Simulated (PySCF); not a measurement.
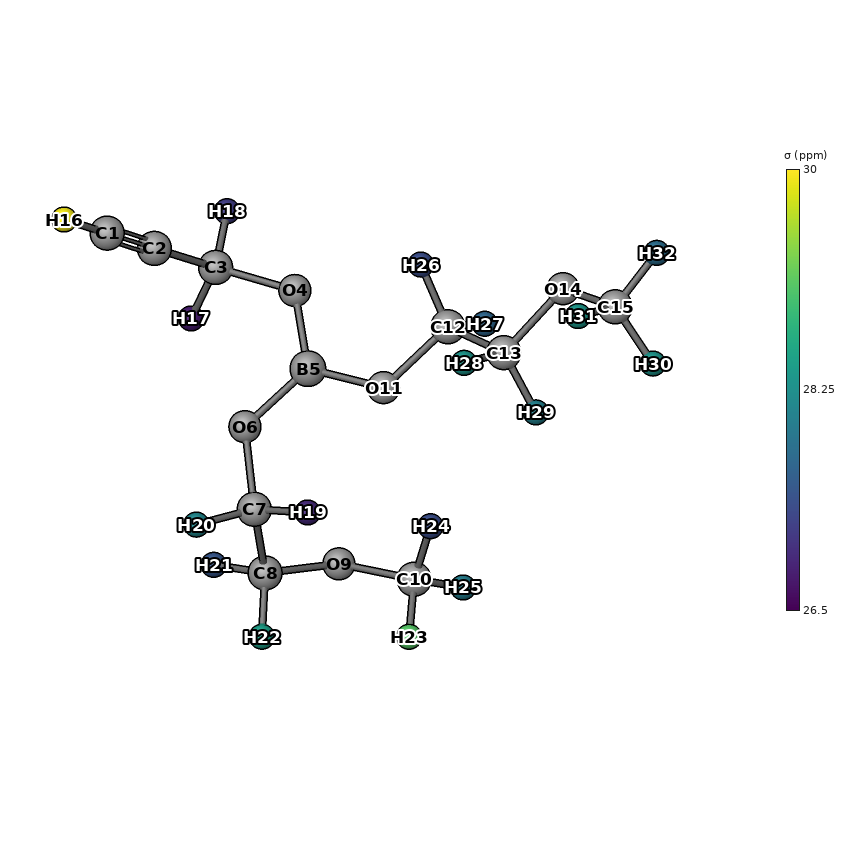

Atoms are coloured by their isotropic NMR shieldings (H only, the others grey). The computed structure is the end point of a GFN2-xTB optimisation. No frequency run is at hand to confirm it as a minimum. Method: GIAO PBE0/pcSseg-1 NMR shielding, non-relativistic, gas phase (PySCF 2.14.0).

Which H atom is the most shielded (lowest chemical shift)?

H16 (29.92 ppm).

Which H atom is the least shielded (highest chemical shift)?

H17 (26.78 ppm).

How wide is the range of H shifts?

3.14 ppm.

List the isotropic NMR shieldings of the H atoms.

```tsv
atom	σ (ppm)
H16	29.92
H17	26.78
H18	27.14
H19	26.93
H20	28.14
H21	27.45
H22	28.48
H23	29.07
H24	27.34
H25	28.00
H26	27.34
H27	27.67
H28	28.32
H29	28.03
H30	28.32
H31	28.37
H32	27.77
```

The geometry is semi-empirical. Around B such bond lengths and angles can be off by a tenth of an ångström or more and by several degrees, and values that hang on the shape move with them.
